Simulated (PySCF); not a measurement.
CH₇ClF₂O₄Si₄

Input file:

```
{"job": {"xc": "PBE0", "basis": "pcSseg-1", "kind": "nmr", "pop": true}, "charge": 0, "multiplicity": 1}
C      2.996090    -0.052127     0.758588
Si     1.554416     0.167710    -0.426012
F      2.032768     0.497630    -1.925729
O      0.629549     1.405000     0.023307
Si    -0.750231     2.254431    -0.026084
O     -2.046597     1.278299    -0.005096
Si    -2.825620    -0.105918     0.256325
Cl    -3.267884    -0.248015     2.179290
O     -1.933824    -1.385051    -0.178453
Si    -0.540925    -2.162322    -0.356178
F     -0.248808    -2.898133     1.033958
O      0.708561    -1.195259    -0.619940
H      3.539990     0.878081     0.888231
H      3.691392    -0.792284     0.375164
H      2.667262    -0.385462     1.738117
H     -0.735128     3.001612     1.222030
H     -0.851362     2.959677    -1.292871
H     -3.959566    -0.118979    -0.640814
H     -0.669887    -3.089638    -1.445387
```

Command:

```sh
OMP_NUM_THREADS=1 python ens_run.py task.json out
```

Geometry: GFN2-xTB.

The calculation used PBE0/pcSseg-1, SCF density, gas phase, non-relativistic (PySCF).

### Predict the electron density and electron localisation function between the atoms.

Si–O (1.61 Å): the density is about 1.2 e/Å³ at the midpoint; the ELF peaks at about 0.85 between the atoms, as expected for a polar covalent bond.

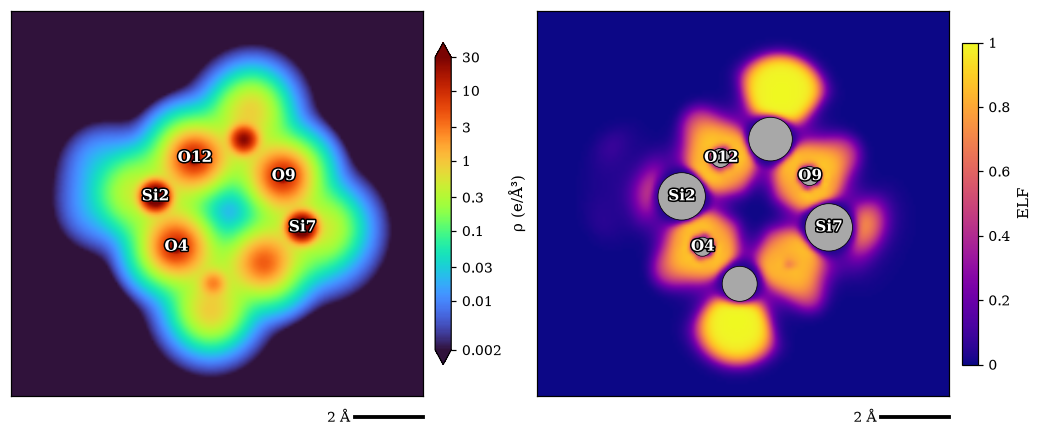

Computed electron density and electron localisation function on the plane of atoms O4, Si2 and O12, in this order. Grey discs cover the atomic cores in the ELF map. 
